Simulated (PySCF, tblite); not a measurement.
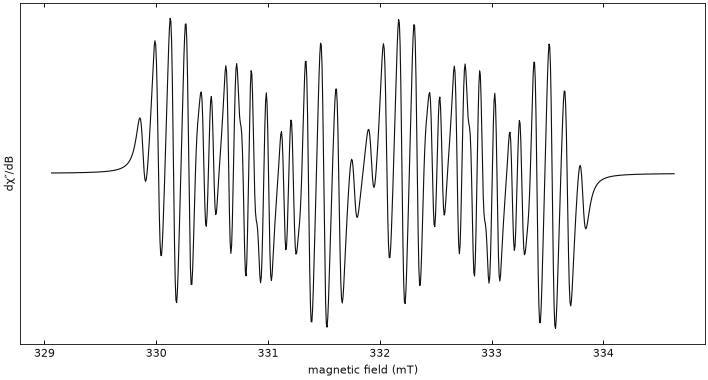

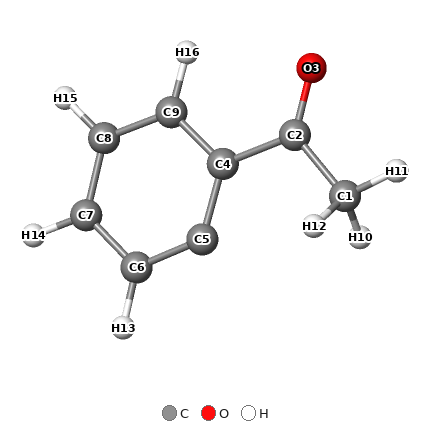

First-order isotropic EPR spectrum (fast tumbling, first derivative) of C₈H₇O, SMILES CC(=O)c1[c]cccc1, doublet at 9.30 GHz, Lorentzian lines of 0.10 mT full width at half height, from computed g and hyperfine couplings (B3LYP/pcH-1 with PySCF 2.14.0, at a GFN2-xTB geometry (a minimum by its frequencies), gas phase); values of one conformer, averaged over methyl-type rotors alone; other conformers aren't averaged in; no vibrational averaging; dilute isotopes left out. The SMILES is one Lewis form and needn't show where the spin sits.

Q: Which couplings does the calculation give? The spectrum shows the sizes of those above the line width, not their signs.

A:
| nuclei | isotope | a (mT) | a (MHz) |
| --- | --- | --- | --- |
| H13 | ¹H | 2.04 | 57.3 |
| H16 | ¹H | 0.72 | 20.2 |
| H14 | ¹H | 0.50 | 13.9 |
| H15 | ¹H | 0.27 | 7.5 |
| H10, H11, H12 | ¹H | 0.14 | 3.8 |

Q: What is the g value, and how wide is the spectrum?

A: g_iso = 2.0023, which centres the spectrum at 331.8 mT; it spans 3.9 mT.

Caveats: the tight-binding geometry is rougher than a DFT one and adds to the error.
